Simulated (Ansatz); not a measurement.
## A computed series for GaN: thickness series

Base system: GaN in the zinc blende structure (space group F-43m, No. 216).

```
CELL_PARAMETERS angstrom
      0.00000     2.24904     2.24904
      2.24904     0.00000     2.24904
      2.24904     2.24904     0.00000
ATOMIC_POSITIONS crystal
  N  0.75000 0.75000 0.75000
  Ga 0.00000 0.00000 0.00000
```

Cartesian axes are those of the cell as printed.

Free-standing slabs (2 atom(s) a layer) normal to [110] with 15 Å of vacuum; in-plane cell held at bulk.

Computed with DFT with PBEsol, PAW potentials and a 420 eV plane-wave cutoff in Ansatz (a first-principles code), no spin-orbit coupling.

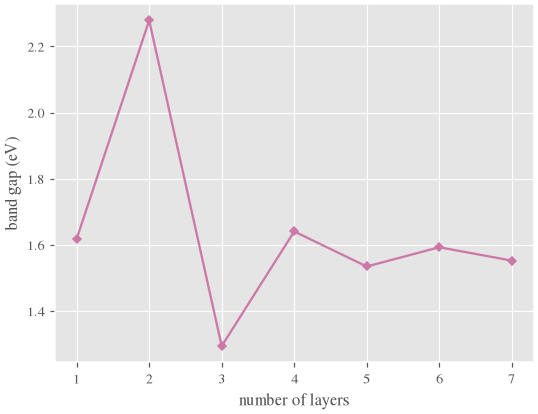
Fig. 1. Band gap against number of layers

```tsv
number of layers	band gap
1	1.62 eV
2	2.28 eV
3	1.29 eV
4	1.64 eV
5	1.53 eV
6	1.59 eV
7	1.55 eV
```

Whether these cells are dynamically stable was not tested. This is not the structure that GaN has at room temperature and ambient pressure.
